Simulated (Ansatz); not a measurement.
## Fields on a plane of SnO (litharge type, space group P4/nmm)

```
SnO
1.0
    3.83618     0.00000     0.00000
    0.00000     3.83618     0.00000
    0.00000     0.00000     4.75736
Sn O
2 2
Cartesian
  1.91809   0.00000   1.15809
  0.00000   1.91809   3.59927
  0.00000   0.00000   0.00000
  1.91809   1.91809   0.00000
```

The slice is a (0 -1 1) plane (indices of the conventional cell) through the point (0.000, 0.000, 0.000) (fractional), spanned by u = [100] and v = [011] in vectors of this cell: u (3.84 Å) and v (6.11 Å, at 90° to u). It covers one period; positions are fractions (u, v).

Atoms on it: O at (0.00, 0.00). Other atoms lie within 1 Å of the plane.

All values below come from PBE-D3(BJ) (plane waves to 420 eV, PAW, scalar-relativistic; Ansatz, a program for electronic structure). k mesh 12×12×10. These are valence fields of a PAW run, semicore shells included where kept as valence: close to a nucleus they are smooth pseudo fields. At this level the bands of SnO touch or barely overlap; measurements give the solid a gap. SnO was relaxed with its symmetry unable to fall. The PAW data are Ansatz's earlier set.

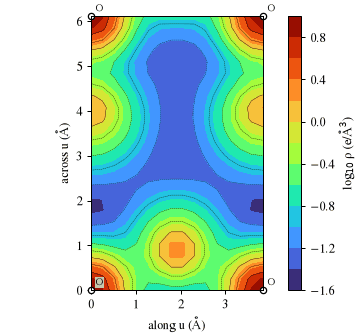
Fig. 1. Log₁₀ of the valence density in e/Å³, one period of the plane, atoms marked. The scale is logarithmic, as a density can span decades between atoms and voids.

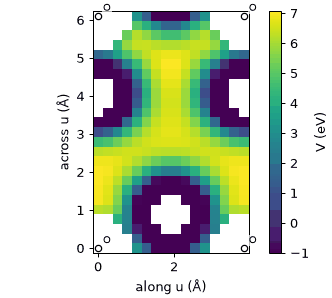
Figure: Electrostatic potential energy of an electron, from the cell's mean, in eV, one period of the plane, atoms marked. Points within 0.9 Å of a nucleus are left white, as the pseudised field means little there. Values under -1 eV are set to -1. The zero, the cell's mean, hangs on the PAW cores.
